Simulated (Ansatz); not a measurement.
Consider F₄H₂OW.

Input file:

```
crystal:
  periodic: [false, false, false]
  atoms:
    - { symbol: W, position_ang: [0.026502, 0.008254, -0.005672] }
    - { symbol: F, position_ang: [0.126939, 0.056008, 1.860985] }
    - { symbol: H, position_ang: [1.678308, -0.047945, 0.420804] }
    - { symbol: F, position_ang: [0.240934, 1.822651, -0.113039] }
    - { symbol: O, position_ang: [-1.773443, -0.054881, 0.393254] }
    - { symbol: H, position_ang: [-2.313117, -0.130221, 1.17253] }
    - { symbol: F, position_ang: [0.219487, -1.810541, -0.140248] }
    - { symbol: F, position_ang: [0.23689, 0.030375, -1.835415] }
basis:
  gaussian: { orbitals: def2-SVP }
hamiltonian:
  xc: hf
relax:
  f_tol: 0.03
  max_steps: 50
output:
  orbitals: {}
```

Run with:

```sh
ansatz run input.yaml --threads 2 --pin off --max-ram 3072MiB --backend cpu --events-out ev --progress --plain --runs-dir out
```

The fields are those of the run's last geometry, not of the input's.

Core potentials replace the inner electrons of W.

The calculation used RHF/def2-SVP in Ansatz 0.2.0.

Question: What can the converged electron density and electron localisation function tell about the bonding?

Answer: W–F (1.84 Å): ρ is about 1.1 e/Å³ halfway; the ELF peaks at about 0.85 in the valence shell of F, 0.6 Å from its nucleus, and drops to about 0.20 between the two atoms.
W–O (1.84 Å): ρ at the midpoint is about 1.3 e/Å³; the ELF peaks at about 0.85 in the valence shell of O, 0.6 Å from its nucleus, and drops to about 0.30 between the two atoms.
O–H (0.95 Å): the density is about 3.8 e/Å³ at the midpoint; the ELF climbs to about 1 towards the hydrogen, as it does in any bond to H; a covalent bond by its length.
W–F (1.90 Å): ρ is about 1 e/Å³ halfway; the ELF peaks at about 0.85 in the valence shell of F, 0.5 Å from its nucleus, and drops to about 0.25 between the two atoms.

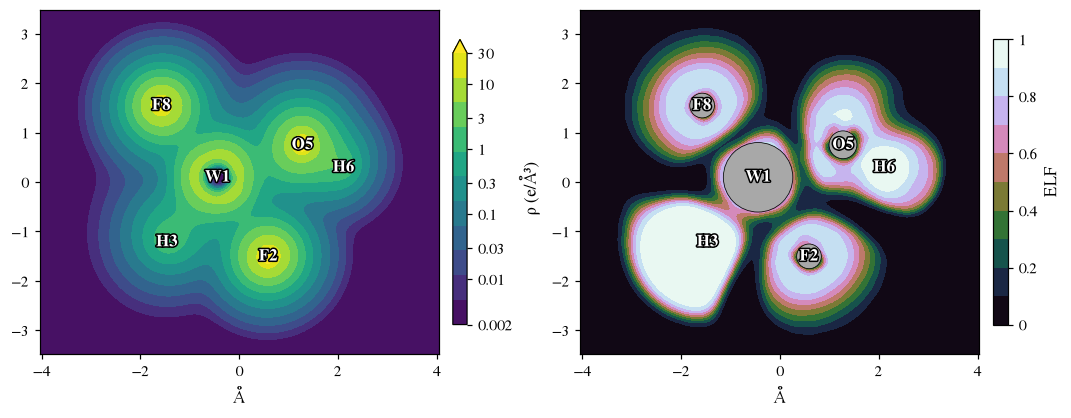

Computed electron density and electron localisation function on the plane of atoms F2, W1 and O5, in this order. Grey discs cover the atomic cores in the ELF map. 
